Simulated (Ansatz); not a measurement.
# C₁₀H₁₀Cl₄N₂Sn: a spread of methods and bases

How do the results and run time of C₁₀H₁₀Cl₄N₂Sn respond when the settings are drawn wide?

Method: the settings change from run to run; program: Ansatz 0.2.0, Gaussian basis.

2 further runs of the same task are left out: 1 that didn't finish, 1 set aside as unsound or not needed. Runs told in other sessions of the task aren't counted.

## (1) The relaxed structure

An earlier PBE-D4/def2-SVP relaxation fixed the geometry. Sn takes a core potential in def2 sets; no spin-orbit term is included.

27 atoms, charge 0, spin multiplicity 1.

Atoms are counted from 1 here; the program's logs count them from 0.

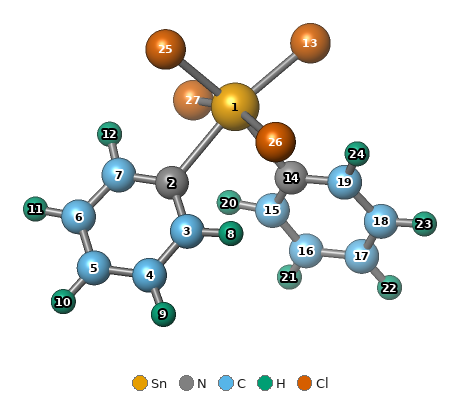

The geometry (tin amber, nitrogen grey, carbon blue, hydrogen teal, chlorine orange); atoms are numbered from 1 in the order of the file.

## (2) SVWN5/def2-mTZVPP

Options: density fitting with def2-universal-jkfit, relativity set to scalar.

The input, in.yaml:

```yaml
crystal:
  periodic: [false, false, false]
  atoms:
    - {symbol: Sn, position_ang: [-1.582162, -0.158067, -1.673878]}
    - {symbol: N, position_ang: [-1.483386, -0.047533, 0.701157]}
    - {symbol: C, position_ang: [-0.797514, 0.917529, 1.341823]}
    - {symbol: C, position_ang: [-0.773868, 0.995513, 2.738965]}
    - {symbol: C, position_ang: [-1.499915, 0.051573, 3.479528]}
    - {symbol: C, position_ang: [-2.224514, -0.937302, 2.797750]}
    - {symbol: C, position_ang: [-2.190536, -0.957455, 1.399055]}
    - {symbol: H, position_ang: [-0.290761, 1.653410, 0.697742]}
    - {symbol: H, position_ang: [-0.199654, 1.793745, 3.231060]}
    - {symbol: H, position_ang: [-1.505865, 0.089794, 4.579599]}
    - {symbol: H, position_ang: [-2.815019, -1.691304, 3.337218]}
    - {symbol: H, position_ang: [-2.726426, -1.711648, 0.801856]}
    - {symbol: Cl, position_ang: [-1.224660, -0.241922, -4.046049]}
    - {symbol: N, position_ang: [0.782332, -0.019664, -1.439404]}
    - {symbol: C, position_ang: [1.468660, -0.853803, -0.636317]}
    - {symbol: C, position_ang: [2.863312, -0.792854, -0.536395]}
    - {symbol: C, position_ang: [3.554446, 0.151928, -1.308374]}
    - {symbol: C, position_ang: [2.827388, 1.002577, -2.153863]}
    - {symbol: C, position_ang: [1.433214, 0.888812, -2.191794]}
    - {symbol: H, position_ang: [0.866910, -1.601926, -0.096525]}
    - {symbol: H, position_ang: [3.392907, -1.486449, 0.132261]}
    - {symbol: H, position_ang: [4.651844, 0.220820, -1.256045]}
    - {symbol: H, position_ang: [3.328219, 1.751386, -2.783539]}
    - {symbol: H, position_ang: [0.801173, 1.531316, -2.824270]}
    - {symbol: Cl, position_ang: [-3.969633, -0.280481, -1.454288]}
    - {symbol: Cl, position_ang: [-1.448153, 2.286455, -1.549764]}
    - {symbol: Cl, position_ang: [-1.238349, -2.554436, -1.287498]}
basis:
  gaussian: {orbitals: def2-mTZVPP, fitting: {mean_field: def2-universal-jkfit}}
hamiltonian: {xc: {name: SVWN5}, pseudopotentials: {relativity: scalar}}
scf: {omitted_lower_state_checks: [starts]}
```

Run with:

```sh
ansatz run in.yaml --threads 2 --pin off --events-out ev --progress --plain --max-ram 32768MiB --backend cuda --devices 0, --max-vram 18GiB
```

What it wrote:

```text
Functional definition: SVWN5
  name "SVWN5"
  cite "Dirac, Proc. Camb. Phil. Soc. 26, 376 (1930) doi:10.1017/S0305004100016108"
  cite "Slater, Phys. Rev. 81, 385 (1951) doi:10.1103/PhysRev.81.385"
  cite "Vosko, Wilk & Nusair, Can. J. Phys. 58, 1200 (1980) doi:10.1139/p80-159"
  exchange = slater_x
  correlation = vwn5_c
these checks for a lower state are left out or cut short: starts
1814 factors; integrals over basis functions are off by at most 4.3e-1 eV
mean field evaluation 1: about -69271.4571 eV, gradient 1.0e2 eV
mean field evaluation 2: about -69218.9681 eV, gradient 1.8e2 eV
mean field evaluation 4: about -69295.6755 eV, gradient 2.8e1 eV
mean field evaluation 8: about -69297.4226 eV, gradient 3.5e-1 eV
mean field evaluation 16: about -69297.4214 eV, gradient 1.2e-3 eV
mean field -69297.42139489 eV, -2546.6332647830 hartree, gradient 3.9e-5 eV, S^2 0.000000; 0 other end points of the search recorded, 0 dependent functions left out
reference -69297.42145712 eV, -2546.6332670699 hartree; 87, 87 occupied and 345, 345 virtual orbitals, 1814 factors
Total energy: -69297.42145712 eV, -2546.6332670699 hartree
Relativity: scalar
Checks for a lower state left out: starts
```

Run time: 7.5 s. Hardware: 1 × H100 (card shared with other runs) with 2 threads of AMD EPYC 7R13, shared host.

## (3) r2SCANh/def2-mTZVPP

Set apart from the defaults: density fitting with def2-universal-jkfit, D3(BJ) dispersion.

Edit in.yaml of step 2 so:

```diff
@@ -32,3 +32,4 @@
   gaussian: {orbitals: def2-mTZVPP, fitting: {mean_field: def2-universal-jkfit}}
-hamiltonian: {xc: {name: SVWN5}, pseudopotentials: {relativity: scalar}}
+hamiltonian: {xc: {name: r2SCANh}, dispersion: d3bj}
 scf: {omitted_lower_state_checks: [starts]}
+output: {forces: true}
```

Launched as before.

What it wrote, cut to the lines that bear on the results:

```text
Warning: the engine holds no damping parameters fitted to this dispersion correction and functional, so the run takes those fitted to r2scanh beside the three-body term, which d3bj leaves out (hamiltonian.dispersion, under Limitations)
Functional definition: r2SCANh
  name "r2SCANh"
  cite "Bursch, Neugebauer, Ehlert & Grimme, J. Chem. Phys. 156, 134105 (2022) doi:10.1063/5.0086040"
  cite "Furness, Kaplan, Ning, Perdew & Sun, J. Phys. Chem. Lett. 11, 8208 (2020) doi:10.1021/acs.jpclett.0c02405"
  cite "Furness, Kaplan, Ning, Perdew & Sun, J. Phys. Chem. Lett. 11, 9248 (2020) doi:10.1021/acs.jpclett.0c03077"
  parent r2scan
[...]
1814 factors; integrals over basis functions are off by at most 4.3e-1 eV
[...]
mean field -69435.90659216 eV, -2551.7225019140 hartree, gradient 2.6e-5 eV, S^2 0.000000; 0 other end points of the search recorded, 0 dependent functions left out
[...]
reference -69435.90660866 eV, -2551.7225025204 hartree; 87, 87 occupied and 345, 345 virtual orbitals, 1814 factors
[...]
Atom 17 at     2.827388     1.002577    -2.153863 Å, force    -0.099683    -0.100320     0.079746 eV/Å
Atom 18 at     1.433214     0.888812    -2.191794 Å, force     0.182921    -0.015047     0.070551 eV/Å
Atom 19 at     0.866910    -1.601926    -0.096525 Å, force     0.370533     0.481228    -0.285716 eV/Å
Atom 20 at     3.392907    -1.486449     0.132261 Å, force    -0.301947     0.387672    -0.380775 eV/Å
Atom 21 at     4.651844     0.220820    -1.256045 Å, force    -0.615374    -0.039808    -0.033171 eV/Å
Atom 22 at     3.328219     1.751386    -2.783539 Å, force    -0.280192    -0.421463     0.349877 eV/Å
Atom 23 at     0.801173     1.531316    -2.824270 Å, force     0.403391    -0.399467     0.372864 eV/Å
Atom 24 at    -3.969633    -0.280481    -1.454288 Å, force     0.366641     0.024176    -0.069100 eV/Å
Atom 25 at    -1.448153     2.286455    -1.549764 Å, force    -0.097867    -0.322750    -0.051367 eV/Å
Atom 26 at    -1.238349    -2.554436    -1.287498 Å, force    -0.074818     0.306119    -0.132432 eV/Å
Dipole moment:     1.692778     0.169475     1.790616 e Å
Checks for a lower state left out: starts
```

Wall time 14 s (1 × H100 (card shared with other runs) with 2 threads of AMD EPYC 7R13, shared host).

Largest force 0.684 eV/Å, dipole 11.86 D.

## (4) BHLYP/def2-SVP

Set apart from the defaults: charge -1, multiplicity 2, restricted open-shell orbitals.

Edit in.yaml of step 3 so:

```diff
@@ -31,5 +31,6 @@
 basis:
-  gaussian: {orbitals: def2-mTZVPP, fitting: {mean_field: def2-universal-jkfit}}
-hamiltonian: {xc: {name: r2SCANh}, dispersion: d3bj}
+  gaussian: {orbitals: def2-SVP}
+total_charge: -1
+magnetization: {spin_polarized: false, initial_magnetization: 1}
+hamiltonian: {xc: {name: BHLYP}}
 scf: {omitted_lower_state_checks: [starts]}
-output: {forces: true}
```

Same command.

What it wrote, cut to the lines that bear on the results:

```text
Functional definition: BHLYP
  name "BHLYP"
  cite "Becke, J. Chem. Phys. 98, 1372 (1993) doi:10.1063/1.464304"
  cite "Becke, Phys. Rev. A 38, 3098 (1988) doi:10.1103/PhysRevA.38.3098"
  cite "Lee, Yang & Parr, Phys. Rev. B 37, 785 (1988) doi:10.1103/PhysRevB.37.785"
[...]
3240 factors; integrals over basis functions are off by at most 1.4e-3 eV
[...]
mean field -69404.73743885 eV, -2550.5770566570 hartree, gradient 7.6e-7 eV, S^2 0.750000; 0 other end points of the search recorded, 0 dependent functions left out
reference -69404.73771520 eV, -2550.5770668127 hartree; 88, 87 occupied and 228, 229 virtual orbitals, 3240 factors
Total energy: -69404.73771520 eV, -2550.5770668127 hartree
Checks for a lower state left out: starts
```

Run time: 19 s. Hardware: 1 × H100 (card shared with other runs) with 2 threads of AMD EPYC 7R13, shared host.

## (5) MP2/def2-mTZVPP

Options: density fitting with def2-universal-jkfit.

Edit in.yaml of step 4 so:

```diff
@@ -31,6 +31,5 @@
 basis:
-  gaussian: {orbitals: def2-SVP}
-total_charge: -1
-magnetization: {spin_polarized: false, initial_magnetization: 1}
-hamiltonian: {xc: {name: BHLYP}}
-scf: {omitted_lower_state_checks: [starts]}
+  gaussian: {orbitals: def2-mTZVPP, fitting: {mean_field: def2-universal-jkfit}}
+hamiltonian: {xc: {name: HF}}
+correlation: {method: mp2}
+output: {forces: true}
```

Launched as before.

What it wrote, cut to the lines that bear on the results:

```text
Functional definition: HF
  name "HF"
  cite "Fock, Z. Phys. 61, 126 (1930) doi:10.1007/BF01340294"
  parent pbe
[...]
1814 factors; integrals over basis functions are off by at most 4.3e-1 eV
[...]
mean field -69256.26812006 eV, -2545.1209098276 hartree, gradient 2.2e-6 eV, S^2 0.000000; 0 other end points of the search recorded, 0 dependent functions left out; unrestricted orbitals would lower it
36 core orbitals not correlated: weight in the atoms' cores, before any rotation towards them, 1.000 or more for the frozen orbitals, at most 0.000 for the correlated occupied ones
reference -69256.26812006 eV, -2545.1209098276 hartree; 51, 51 occupied and 345, 345 virtual orbitals, 1814 factors
second order -69.05681534 eV of doubles, -0.00000000 eV of singles
[...]
Total energy: -69325.32493540 eV, -2547.6587009831 hartree
[...]
Atom 17 at     2.827388     1.002577    -2.153863 Å, force     0.014908    -0.023280    -0.011259 eV/Å
Atom 18 at     1.433214     0.888812    -2.191794 Å, force     0.005340     0.444388    -0.347491 eV/Å
Atom 19 at     0.866910    -1.601926    -0.096525 Å, force     0.416621     0.504986    -0.305067 eV/Å
Atom 20 at     3.392907    -1.486449     0.132261 Å, force    -0.323511     0.418211    -0.407439 eV/Å
Atom 21 at     4.651844     0.220820    -1.256045 Å, force    -0.668783    -0.045477    -0.038046 eV/Å
Atom 22 at     3.328219     1.751386    -2.783539 Å, force    -0.300384    -0.452647     0.378035 eV/Å
Atom 23 at     0.801173     1.531316    -2.824270 Å, force     0.457351    -0.419807     0.395717 eV/Å
Atom 24 at    -3.969633    -0.280481    -1.454288 Å, force     0.401314     0.035594    -0.052606 eV/Å
Atom 25 at    -1.448153     2.286455    -1.549764 Å, force    -0.092388    -0.375930    -0.026434 eV/Å
Atom 26 at    -1.238349    -2.554436    -1.287498 Å, force    -0.055784     0.361729    -0.130987 eV/Å
Dipole moment:     1.737092     0.173879     1.837433 e Å
```

Wall time 17 s (1 × H100 (card shared with other runs) with 2 threads of AMD EPYC 7R13, shared host); peak host memory 1.7 GiB.

Largest force 0.741 eV/Å, dipole 12.17 D.

## (6) The runs in one table

```csv
level,charge,multiplicity,geometry,functions,energy (eV),time
SVWN5/def2-mTZVPP,0,1,relaxed,432,-69297.421,7.5 s
r2SCANh/def2-mTZVPP,0,1,relaxed,432,-69436.359,14 s
BHLYP/def2-SVP,-1,2,relaxed,316,-69404.738,19 s
MP2/def2-mTZVPP,0,1,relaxed,432,-69325.325,17 s
```

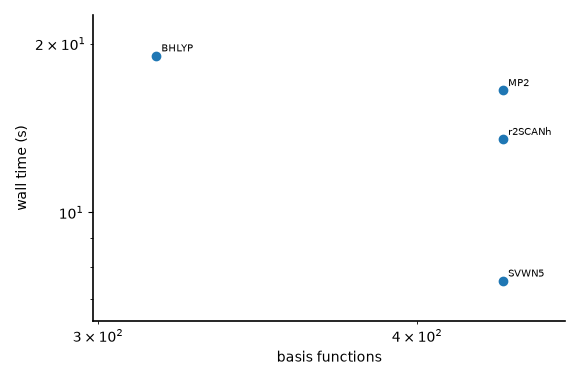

Wall time against the number of basis functions (shared host).

## (7) Outcome

| quantity | value |
| --- | --- |
| runs | 4 |
| quickest | SVWN5/def2-mTZVPP, 7.5 s |
| slowest | BHLYP/def2-SVP, 19 s |
| spread of total energies, same state and geometry | 138.9 eV |
| dipole, same state and geometry | 11.86 to 12.17 D |

**Reading.** BHLYP/def2-SVP took 3 times as long as SVWN5/def2-mTZVPP. The jobs differ in tasks and options as well as level. The totals spread over 139 eV; they can't be compared across methods or bases. Some of these runs are scalar-relativistic and others not, which shifts the totals of all-electron atoms past neon by several eV an atom and more; core potentials, where a basis has them, take the core out of the total altogether. At the PBE-D4/def2-SVP geometry and in the same state, the sound runs without point charges leave forces up to 0.74 eV/Å (MP2/def2-mTZVPP).
